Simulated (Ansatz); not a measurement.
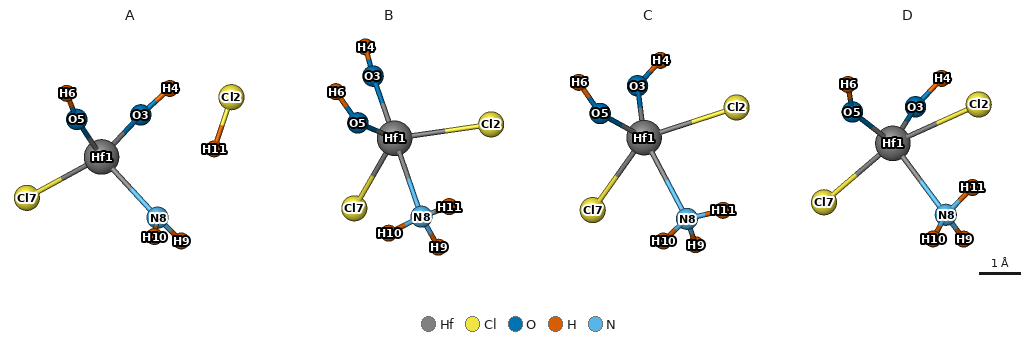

4 geometries from one relaxation of HfNH5O2Cl2, in shuffled order. Style: ball-and-stick. Shown at a tilt.

The run prepares an end point of a later path (reaction) calculation, from a guessed geometry.

These are results of RKS PBE/def2-SVP (Ansatz), not measurements. Set-up: no spin polarisation; force threshold 0.03 eV/Å; at most 50 steps.

Question: Order the frames from highest to lowest energy.

Answer: A, D, C, B. They are steps 0, 9, 16, 29, at +42.7 kcal/mol, +15.0 kcal/mol, +4.26 kcal/mol relative to the last. The largest move after the best rigid fit is that of H4, 1.92 Å. By element the largest moves are H 1.92 Å, Cl 1.74 Å, O 1.19 Å, Hf 0.96 Å, N 0.56 Å. Near-neighbour distances that change, for instance: Cl2–H11 1.349 → 3.075 Å, Hf1–Cl2 3.723 → 2.416 Å, N8–H11 2.246 → 1.030 Å, Hf1–N8 2.165 → 2.442 Å. New bonds form, among them: Hf1–Cl2 (3.72 → 2.42 Å), N8–H11 (2.25 → 1.03 Å). Bonds break, among them: Cl2–H11 (1.35 → 3.08 Å). Among the angles between lasting bonds that change: O3–Hf1–N8 106.1° → 179.3°, Hf1–O5–H6 167.0° → 127.6°, Hf1–O3–H4 136.4° → 171.9°. After 26 accepted moves (29 points after the start) the energy has fallen by 42.7 kcal/mol. Largest force component: 1.1 eV/Å at the start, 0.0079 eV/Å at the end. The line search rejected the trial steps at points 23, 26, 28 of the run. The forces were under the threshold at step 25, but the run went on from there. Cost: 67 s on 4 threads of Arm Neoverse V1 (shared host), peak memory 0.21 GiB.

Limits of the set-up: the start holds two separate molecules, 2.2 Å apart at their closest, whose relative position is a soft coordinate and is computed without a dispersion correction.
